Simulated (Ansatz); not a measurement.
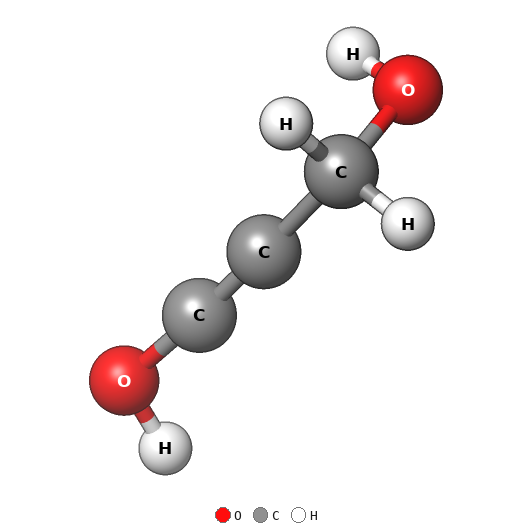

A ball-and-stick model of a molecule.

Computed geometry: PBE0-D4/def2-TZVP optimisation.

Description:

The molecule is C₃H₄O₂. As SMILES it reads `OC#CCO`. It has no ring. Among its groups: alcohol, alkyne. The point group is C1. Coordination: 2 O bent; 2 C linear; 1 C tetrahedral.

More results for the same structure follow; atom numbers are the same in all pictures, views and colours differ.

## Geometry

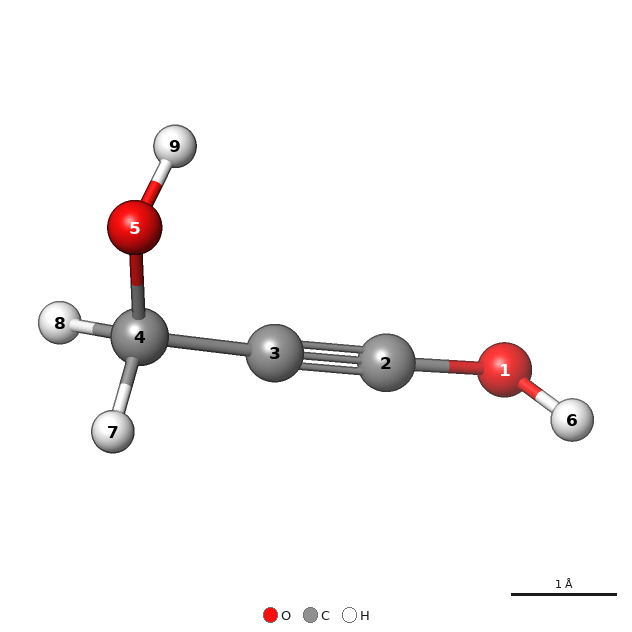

Atoms carry their numbers in the input.

Give the bond lengths.

```tsv
bond	length (Å)	order
O1–C2	1.303	single
O1–H6	0.965	single
C2–C3	1.201	triple
C3–C4	1.456	single
C4–O5	1.414	single
C4–H7	1.093	single
C4–H8	1.099	single
O5–H9	0.961	single
```

## Vibrations

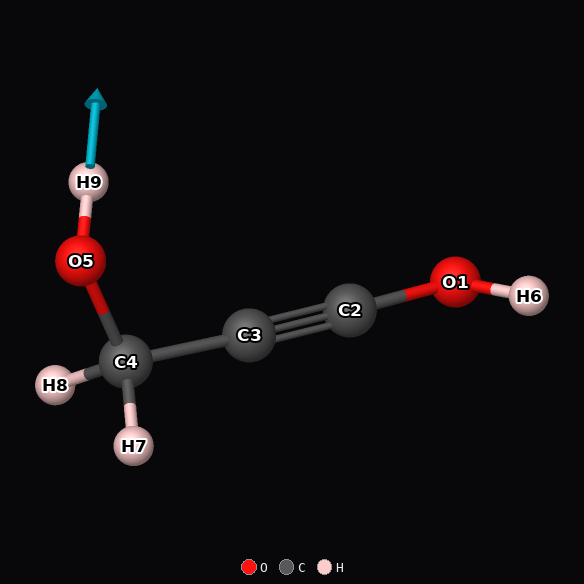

The arrows show one normal mode. Harmonic vibrations computed with RKS PBE0-D4/def2-TZVP (Ansatz 0.2.0) at a stationary point of the same level.

**Describe the motion.**

Mostly O–H stretching.

**At what wavenumber does it lie?**

3860 cm⁻¹; it is mode 21 of 21 counted from the lowest.

## Dipole moment

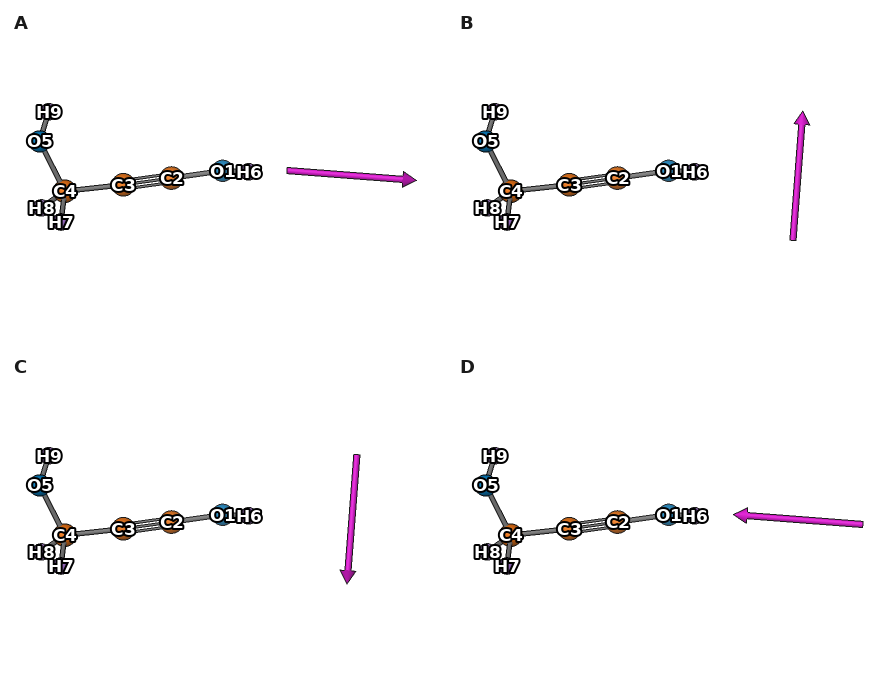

The same molecule four times, each with an arrow. Properties computed with RKS B3LYP-D4/def2-TZVPP (Ansatz 0.2.0).

**Which arrow points along the dipole moment, from the negative to the positive end?**

A. The dipole moment is 1.92 D; it points from the side of O5 to the side of H6 (the outermost atoms at the two ends).

## Charges

The questions are on Mulliken charges. Level of theory: RKS PBE0-D4/def2-TZVP (Ansatz 0.2.0).

**Which atom carries the highest charge (most positive or least negative)?**

H6 (0.36 e).

**And the lowest?**

O5 (−0.44 e).

List the Mulliken charges.

```json
{"atom": "O1", "value (e)": "−0.36"}
{"atom": "C2", "value (e)": "0.28"}
{"atom": "C3", "value (e)": "−0.36"}
{"atom": "C4", "value (e)": "−0.04"}
{"atom": "O5", "value (e)": "−0.44"}
{"atom": "H6", "value (e)": "0.36"}
{"atom": "H7", "value (e)": "0.13"}
{"atom": "H8", "value (e)": "0.12"}
{"atom": "H9", "value (e)": "0.31"}
```

## Thermal motion

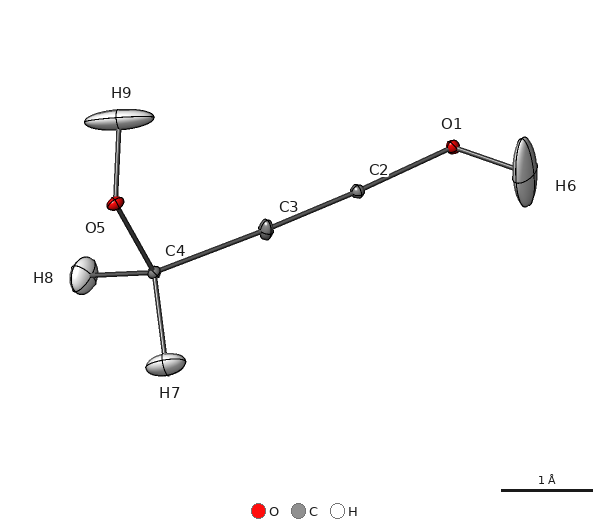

Displacement ellipsoids at the 50 % level, from the internal vibrations of the free molecule (harmonic, no overall translation or rotation; no half-axis is drawn under 0.075 Å). Vibrations computed with RKS PBE0-D4/def2-TZVP (Ansatz 0.2.0). Temperature: 100 K.

**Which atom has the largest mean-square displacement?**

H6, with U_eq = 0.0379 Å².

**Does H6 move more along its bond or across it?**

Across it: the root-mean-square amplitude is 0.072 Å along the bond and up to 0.300 Å across, since bending and torsion are softer than stretching.

List U_eq and the three principal root-mean-square amplitudes for each kind of atom.

| atom | U_eq (Å²) | rms amplitudes (Å) |
| --- | --- | --- |
| O1 | 0.0017 | 0.030, 0.033, 0.057 |
| C2 | 0.0022 | 0.032, 0.051, 0.055 |
| C3 | 0.0037 | 0.029, 0.063, 0.080 |
| C4 | 0.0012 | 0.031, 0.032, 0.040 |
| O5 | 0.0018 | 0.021, 0.027, 0.064 |
| H6 | 0.0379 | 0.071, 0.135, 0.300 |
| H7 | 0.0134 | 0.078, 0.114, 0.145 |
| H8 | 0.0134 | 0.079, 0.115, 0.144 |
| H9 | 0.0282 | 0.072, 0.127, 0.251 |

Mulliken values depend strongly on the basis set and can even reverse the polarity of a bond.
